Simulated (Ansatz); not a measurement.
## A computed series for hypothetical rock salt BeTe: alloy series

Base system: BeTe in the rock salt structure (space group Fm-3m, No. 225; a = 5.3701 Å; a hypothetical phase, not in the database extracts checked).

The other end (x = 1) is BeSn in the rock salt structure (space group Fm-3m, No. 225; a hypothetical phase, not in the database extracts checked): 18.05 Å³/atom, gap zero; this end may not be an ambient phase.

Sn replaces a fraction x of Te; each row is one arrangement (x, atoms in the cell, starting space group or random), fully relaxed.

The values are results of r2SCAN (Ansatz, an electronic-structure program), without spin-orbit coupling, not measurements.

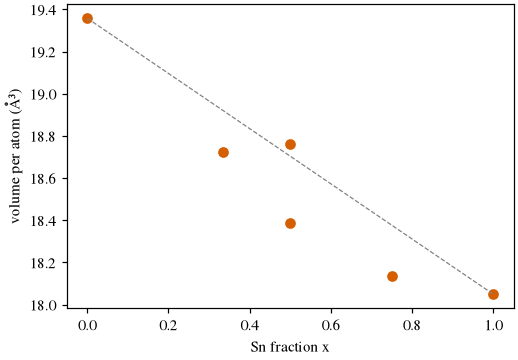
*Volume per atom against Sn fraction x; the dashed line joins the ends*

Task: From the plot, what is the volume per atom for x(Sn) = 0.333, 6 atoms, Immm?

Result: About 18.7 Å³.

Each cell is one ordered arrangement of few atoms, which overstates ordering effects compared with a random alloy. Stability against distortions was not tested. All final runs are without spin polarisation.
